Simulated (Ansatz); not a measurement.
Run report: CH6AlBSe, molecular dynamics (part 3 of 3)

CH6AlBSe; RKS PBE-D4/def2-mTZVP (Ansatz 0.2.0). It belongs to a series of runs on one base structure; here: dynamics from the highest image of the converged band.

Geometry of the input (Å):
```
Al -1.1905  1.6451  -0.1141
B  -0.0540  0.1467  0.8851
C  0.8899  -0.7998  0.1991
Se 1.1434  -0.9755  -1.6589
H  -1.2497  1.7614  -1.7221
H  -2.0591  2.7201  0.7052
H  0.0194  0.1263  2.0894
H  -0.7456  -0.8534  0.4666
H  1.5030  -1.5171  0.7616
H  1.8264  -2.3047  -1.6091
```

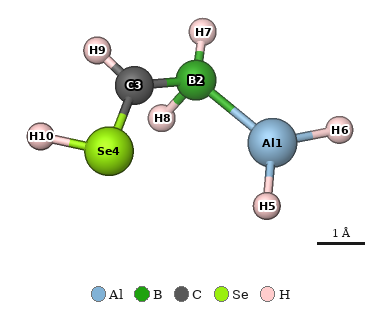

*The geometry at step 0 of the log (ball-and-stick view, seen at a tilt; atoms are numbered from 1 in the order of the input).*

The program's output, continued
```
md step   192: t =    96.00 fs  T =   459.1 K  F+E_penalty+E_count = -73739.52831442 eV  E_kin = 0.474726 eV  conserved = -73739.05358828 eV  (31 SCF iters, 3 dispersion substeps)
md step   193: t =    96.50 fs  T =   499.0 K  F+E_penalty+E_count = -73739.57041198 eV  E_kin = 0.516014 eV  conserved = -73739.05439822 eV  (31 SCF iters, 3 dispersion substeps)
md step   194: t =    97.00 fs  T =   518.6 K  F+E_penalty+E_count = -73739.59137715 eV  E_kin = 0.536272 eV  conserved = -73739.05510495 eV  (32 SCF iters, 3 dispersion substeps)
md step   195: t =    97.50 fs  T =   509.4 K  F+E_penalty+E_count = -73739.58208768 eV  E_kin = 0.526734 eV  conserved = -73739.05535352 eV  (31 SCF iters, 3 dispersion substeps)
md step   196: t =    98.00 fs  T =   470.4 K  F+E_penalty+E_count = -73739.54114262 eV  E_kin = 0.486389 eV  conserved = -73739.05475349 eV  (30 SCF iters, 3 dispersion substeps)
md step   197: t =    98.50 fs  T =   412.9 K  F+E_penalty+E_count = -73739.48021865 eV  E_kin = 0.426997 eV  conserved = -73739.05322143 eV  (30 SCF iters, 3 dispersion substeps)
md step   198: t =    99.00 fs  T =   360.7 K  F+E_penalty+E_count = -73739.42436075 eV  E_kin = 0.372987 eV  conserved = -73739.05137377 eV  (30 SCF iters, 3 dispersion substeps)
md step   199: t =    99.50 fs  T =   340.1 K  F+E_penalty+E_count = -73739.40211110 eV  E_kin = 0.351730 eV  conserved = -73739.05038113 eV  (30 SCF iters, 3 dispersion substeps)
these checks for a lower state are left out or cut short: starts, cluster_reference, orbital_swaps, neighbouring_geometries, increment
1223 factors; their error is unknown
mean field -73739.21037345 eV, -2709.8659989923 hartree, gradient 8.7e-6 eV, S^2 0.000000; 0 other end points of the search recorded, 0 dependent functions left out
the calculation of the forces begins
reference -73739.21042415 eV, -2709.8660008557 hartree; 32, 32 occupied and 82, 82 virtual orbitals, 1223 factors
1223 factors; their error is unknown
mean field evaluation 1632: about -73739.2798 eV, gradient 5.3e-2 eV
mean field -73739.21037345 eV, -2709.8659989923 hartree, gradient 2.9e-5 eV, S^2 0.000000; 1 other end points of the search recorded, 0 dependent functions left out
the calculation of the forces begins
reference -73739.21042415 eV, -2709.8660008557 hartree; 32, 32 occupied and 82, 82 virtual orbitals, 1223 factors
md step   200: t =   100.00 fs  T =   365.0 K  F+E_penalty+E_count = -73739.42839487 eV  E_kin = 0.377389 eV  conserved = -73739.05100539 eV  (31 SCF iters, 3 dispersion substeps)
```

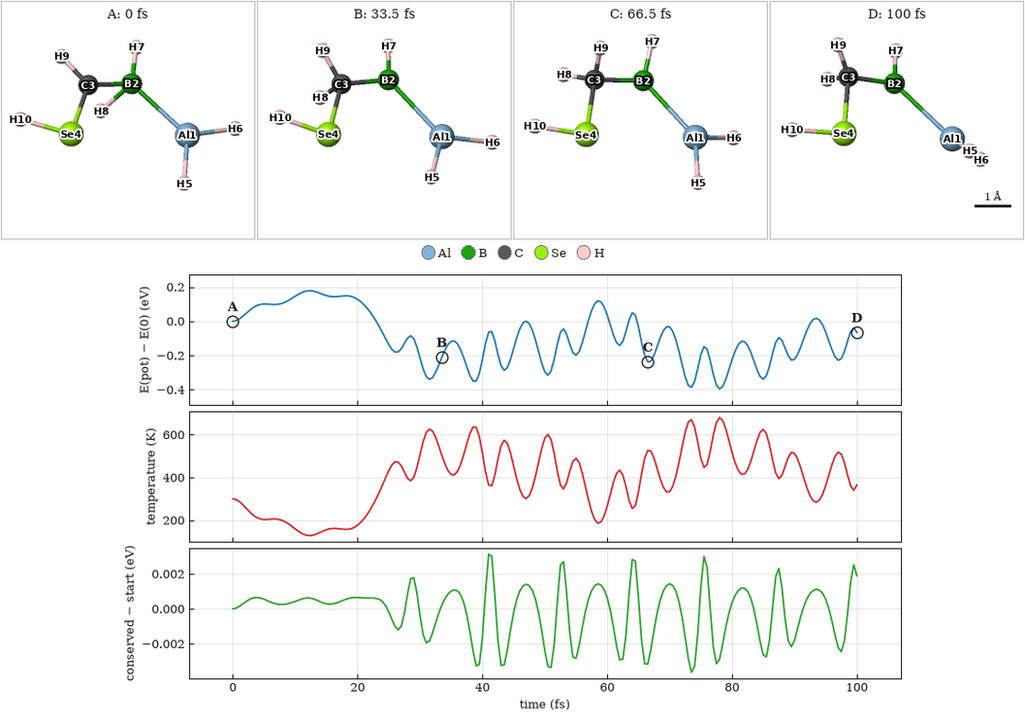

*Frames of the molecular dynamics (ball-and-stick, seen at a tilt) above the curves, on which the letters mark them.*

The trajectory kept here has 201 frames over 100 fs. The temperature starts at 300 K, ranges from 128 to 680 K and averages 442 K over the second half. The potential energy ends 0.065 eV below its first value. The conserved quantity stays within 0.0067 eV. After an unweighted best fit of the last frame on the first, the root-mean-square displacement is 0.70 Å, and H8 has moved furthest (1.31 Å).

```
Total energy: -73739.42844557 eV, -2709.8740129949 hartree
Atom 0 at    -1.089262     1.598369    -0.312426 Å, force     0.526040    -0.526471     0.325466 eV/Å
Atom 1 at     0.062508     0.013807     0.795833 Å, force    -0.704804     1.130960     1.475966 eV/Å
Atom 2 at     1.043508    -1.043415     0.345172 Å, force     1.043253     2.268968    -2.253052 eV/Å
Atom 3 at     1.042714    -0.893884    -1.594503 Å, force     0.634378    -0.608810    -0.776351 eV/Å
Atom 4 at    -0.198047     2.440422    -1.356928 Å, force    -0.185341     0.090210     0.022544 eV/Å
Atom 5 at    -2.606115     2.032393     0.042152 Å, force     0.155464    -0.121351    -0.107540 eV/Å
Atom 6 at    -0.069708    -0.156292     2.008003 Å, force    -0.210064     0.576402    -0.172747 eV/Å
Atom 7 at     0.484160    -1.824422     0.663155 Å, force    -2.046907    -3.434860     0.877515 eV/Å
Atom 8 at     2.003889    -1.197838     0.777396 Å, force     1.072646     0.261347     0.547594 eV/Å
Atom 9 at     1.778677    -2.181992    -1.963502 Å, force    -0.284665     0.363603     0.060605 eV/Å
Dipole moment:     0.084767    -0.276149     0.261363 e Å
```

Trajectory as extended XYZ (Å, eV, eV/Å), 10 of the 201 frames kept, from step=0 to step=200
```
10
Properties=species:S:1:pos:R:3:forces:R:3 step=0 time_fs=0.0 energy=-73739.36313 temperature=300.0
Al   -1.1905    1.6451   -0.1141    0.0001  -0.0002  -0.0004
B    -0.0540    0.1467    0.8851    0.0001   0.0063   0.0032
C     0.8899   -0.7998    0.1991    0.0062  -0.0036  -0.0026
Se    1.1434   -0.9755   -1.6589   -0.0010   0.0018   0.0025
H    -1.2497    1.7614   -1.7220   -0.0008  -0.0004   0.0002
H    -2.0591    2.7201    0.7052    0.0005   0.0004   0.0002
H     0.0194    0.1263    2.0894    0.0001   0.0006   0.0001
H    -0.7456   -0.8534    0.4666   -0.0057  -0.0040  -0.0032
H     1.5030   -1.5171    0.7616    0.0003  -0.0001   0.0002
H     1.8264   -2.3047   -1.6091    0.0001  -0.0007  -0.0002
10
Properties=species:S:1:pos:R:3:forces:R:3 step=22 time_fs=11.0 energy=-73739.19645 temperature=139.4
Al   -1.2039    1.6626   -0.1478    0.5097  -0.4660   0.5417
B    -0.0394    0.0933    0.9794    0.6328   0.9256  -1.3093
C     0.9242   -0.8419    0.2198   -0.7794   0.4119   0.1733
Se    1.1351   -0.9664   -1.6625    0.2356  -0.3606   0.3786
H    -1.0678    1.6884   -1.7507   -0.0623   0.0224  -0.0868
H    -2.1120    2.8362    0.5070    0.0828  -0.1752  -0.0409
H     0.1653    0.1243    2.1412   -0.0674  -0.1071   0.6018
H    -0.6486   -0.9295    0.6293   -0.4193  -0.7751  -0.2597
H     1.4606   -1.6404    0.7507    0.2079   0.1489  -0.0136
H     1.9433   -2.2588   -1.6605   -0.3404   0.3753   0.0149
10
Properties=species:S:1:pos:R:3:forces:R:3 step=44 time_fs=22.0 energy=-73739.30942 temperature=248.7
Al   -1.1947    1.6586   -0.1653    0.7719  -0.8945   0.0330
B     0.0020    0.0903    0.9957   -0.6178   0.5645  -0.6402
C     0.8886   -0.8647    0.2511   -0.6427  -0.3948  -0.2306
Se    1.1268   -0.9568   -1.6617   -0.1023   0.0989   0.1419
H    -0.9501    1.6317   -1.7823   -0.0856   0.0196   0.2289
H    -2.1370    2.8412    0.3268   -0.1021   0.0705   0.2062
H     0.1431    0.0218    2.1776   -0.0624   0.0821   0.3288
H    -0.4578   -1.2336    0.6937    1.0441   0.4206  -0.3886
H     1.5691   -1.5781    0.7312   -0.1202   0.0355   0.2160
H     1.9535   -2.2047   -1.6726   -0.0828  -0.0025   0.1045
10
Properties=species:S:1:pos:R:3:forces:R:3 step=67 time_fs=33.5 energy=-73739.57268 temperature=502.9
Al   -1.1576    1.6223   -0.1739    0.0582   0.1118   0.2510
B     0.0094    0.1761    0.9806   -0.3198  -0.1883   0.0671
C     0.8411   -0.9025    0.2669   -1.6844  -2.0155   0.8994
Se    1.1170   -0.9450   -1.6593    0.0901   0.5346  -0.2997
H    -0.9036    1.5939   -1.7391   -0.0107  -0.0007  -0.2998
H    -2.1677    2.7844    0.3216    0.0845  -0.1765   0.0941
H    -0.0322   -0.0146    2.1802    0.0483   0.2571  -0.1376
H    -0.0648   -1.7564    0.4623    1.4881   1.7261  -0.1384
H     1.6634   -1.3555    0.8563   -0.0230   0.2079  -0.3543
H     1.8859   -2.1927   -1.5930    0.2688  -0.4566  -0.0818
10
Properties=species:S:1:pos:R:3:forces:R:3 step=89 time_fs=44.5 energy=-73739.58567 temperature=514.0
Al   -1.1155    1.5889   -0.1830   -0.2239   0.8071  -0.6896
B    -0.0031    0.2519    0.9612   -0.0503  -1.8162   0.6267
C     0.7728   -0.9823    0.3184   -0.4508  -0.8642  -0.1270
Se    1.1112   -0.9318   -1.6607   -0.0728   0.2138  -0.0694
H    -0.9124    1.5690   -1.7869   -0.1065   0.0849   0.1247
H    -2.1752    2.6133    0.4563   -0.0406  -0.0454  -0.0290
H    -0.1688    0.1676    2.1831    0.3721   0.0942  -0.4919
H     0.3142   -2.0536    0.4193    0.4928   1.8187   0.5304
H     1.7769   -1.0071    0.7743   -0.0100  -0.2251   0.2332
H     1.8259   -2.2364   -1.6080    0.0901  -0.0678  -0.1080
10
Properties=species:S:1:pos:R:3:forces:R:3 step=111 time_fs=55.5 energy=-73739.54012 temperature=469.1
Al   -1.0827    1.5837   -0.2132   -0.4558   0.1518  -0.3310
B    -0.0156    0.1767    0.9521   -0.0857   0.4071   0.3828
C     0.7362   -1.0211    0.3670    0.7054  -0.4024   0.3069
Se    1.1050   -0.9177   -1.6618   -0.3345  -0.9563   0.8914
H    -1.0122    1.6471   -1.8232    0.0579   0.1771   0.1015
H    -2.2179    2.4091    0.5604   -0.0677   0.1586  -0.0732
H     0.0094    0.3863    2.1655    0.0550  -0.4607  -0.3894
H     0.5231   -1.9946    0.9018   -0.1578   0.3511  -1.0547
H     1.7329   -0.8248    0.7906    0.4685   0.1120   0.1276
H     1.8049   -2.2666   -1.7454   -0.1854   0.4616   0.0382
10
Properties=species:S:1:pos:R:3:forces:R:3 step=133 time_fs=66.5 energy=-73739.60050 temperature=526.5
Al   -1.0713    1.5891   -0.2537   -0.7495  -0.0047   0.5586
B    -0.0316    0.1200    0.9513    0.3048   0.5756  -0.1680
C     0.8012   -1.0380    0.4072   -0.0189  -0.0091  -1.4704
Se    1.0916   -0.9105   -1.6508   -0.3253  -0.3850   0.8501
H    -1.0354    1.8981   -1.8094    0.2631   0.0627  -0.1715
H    -2.2807    2.3177    0.5550    0.1312   0.0168  -0.1456
H     0.1989    0.2399    2.1281   -0.5152   0.1093   0.2251
H     0.5372   -2.0422    0.7556    0.1461  -0.1749  -0.0932
H     1.7538   -0.7380    0.8346    0.8150  -0.3150   0.2717
H     1.8030   -2.2178   -1.8615   -0.0514   0.1243   0.1433
10
Properties=species:S:1:pos:R:3:forces:R:3 step=156 time_fs=78.0 energy=-73739.75916 temperature=680.2
Al   -1.0866    1.5948   -0.2836    0.1499   0.1372  -0.1012
B    -0.0104    0.1079    0.9434    0.4926  -0.7957  -0.8974
C     0.9329   -1.0521    0.3537   -0.9659   0.0772  -0.3442
Se    1.0721   -0.9068   -1.6269   -0.0545   0.6823  -0.0499
H    -0.7759    2.1970   -1.7756    0.0689  -0.2572   0.3669
H    -2.3185    2.3016    0.4458   -0.1964  -0.0008   0.0356
H    -0.1186    0.1358    2.1327    0.0287   0.0529   0.2842
H     0.6121   -2.1014    0.4659   -0.4837   0.2098   0.5232
H     1.9018   -1.0582    0.8350    0.7437   0.3141   0.2277
H     1.8135   -2.1597   -1.8465    0.2169  -0.4198  -0.0448
10
Properties=species:S:1:pos:R:3:forces:R:3 step=178 time_fs=89.0 energy=-73739.56474 temperature=493.2
Al   -1.1006    1.6032   -0.3053    0.5603  -0.3759   0.4495
B     0.0488    0.0397    0.8906   -0.2327   0.6036  -1.1565
C     1.0316   -1.0600    0.3056   -1.0946   1.9712   0.4541
Se    1.0551   -0.9001   -1.6053    0.2106   0.0720  -0.7596
H    -0.4076    2.3094   -1.5620   -0.0998   0.0935  -0.1237
H    -2.4547    2.2340    0.3104    0.0128  -0.1288  -0.1362
H    -0.3604    0.0547    2.0042    0.4133  -0.2647   0.6776
H     0.4117   -1.8615    0.6260   -0.6348  -1.7444   0.2732
H     2.0058   -1.1927    0.7251    0.8206  -0.0385   0.5424
H     1.8221   -2.1567   -1.8193    0.0442  -0.1880  -0.2208
10
Properties=species:S:1:pos:R:3:forces:R:3 step=200 time_fs=100.0 energy=-73739.42839 temperature=365.0
Al   -1.0893    1.5984   -0.3124    0.5260  -0.5265   0.3255
B     0.0625    0.0138    0.7958   -0.7048   1.1310   1.4760
C     1.0435   -1.0434    0.3452    1.0433   2.2690  -2.2531
Se    1.0427   -0.8939   -1.5945    0.6344  -0.6088  -0.7764
H    -0.1980    2.4404   -1.3569   -0.1853   0.0902   0.0225
H    -2.6061    2.0324    0.0422    0.1555  -0.1214  -0.1075
H    -0.0697   -0.1563    2.0080   -0.2101   0.5764  -0.1727
H     0.4842   -1.8244    0.6632   -2.0469  -3.4349   0.8775
H     2.0039   -1.1978    0.7774    1.0726   0.2613   0.5476
H     1.7787   -2.1820   -1.9635   -0.2847   0.3636   0.0606
```
